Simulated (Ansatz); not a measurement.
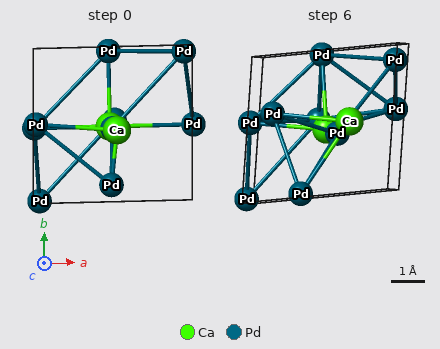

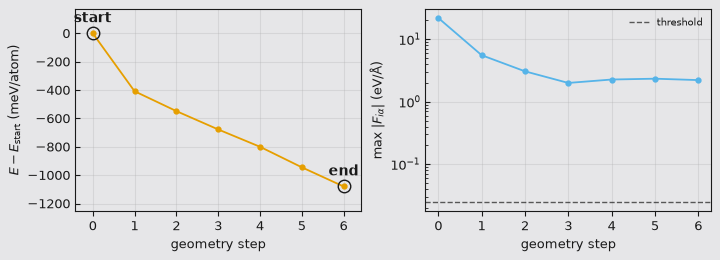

First and last geometry of a relaxation of solid CaPd4 (a generated structure, set up in P1) (coarse preliminary run), with the history of the run. The picture is a ball-and-stick view of the cell of the calculation, seen along the c axis.

Theory: DFT PBE, scalar-relativistic, plane waves, PAW in Ansatz. (plane-wave cutoff 420 eV; k-point mesh 4 × 4 × 2; occupations gaussian; smearing width 0.2 eV; no spin polarisation; cell and atoms relaxed; force threshold 0.025 eV/Å; at most 60 steps)

Question: Read the history and describe the run.

Answer: The run was cut off at its time limit before the relaxation converged, so the last structure is only a point on the way. The largest move relative to the cell is that of a Pd atom, 0.91 Å along [3 2 −1]. By element the largest moves are Pd 0.91 Å, Ca 0.89 Å. The volume changes by −13.5 %, with a 4.944 → 4.554 Å (−7.9 %), b 4.819 → 4.549 Å (−5.6 %), c 9.625 → 9.741 Å (+1.2 %), α 90.4° → 90.3°, β 91.1° → 95.5°, γ 88.6° → 80.6°. Some distances before and after: Ca–Pd 4.123 → 2.890 Å, Pd–Pd 3.772 → 2.587 Å, Ca–Pd 1.713 → 2.716 Å, Pd–Pd 3.433 → 2.615 Å. New bonds form: Ca–Pd (3.12 → 2.59 Å), Pd–Pd (3.27 → 2.61 Å), Pd–Pd (3.31 → 2.68 Å), Pd–Pd (3.43 → 2.62 Å). Among the angles between lasting bonds that change: Ca–Pd–Pd 134.0° → 81.4°, Pd–Ca–Pd 94.7° → 145.7°, Pd–Ca–Pd 170.5° → 120.3°. The space group stays P1 (No. 1). After 6 geometry steps the energy has fallen by 1080 meV per atom. Largest force component: 22 eV/Å at the start, 2.2 eV/Å at the end. Pressure: 8.04 GPa at the start and 4.02 GPa at the end. Cost: 6.8 min on 1 thread of Arm Neoverse V1, on a shared host, peak memory 0.62 GiB.
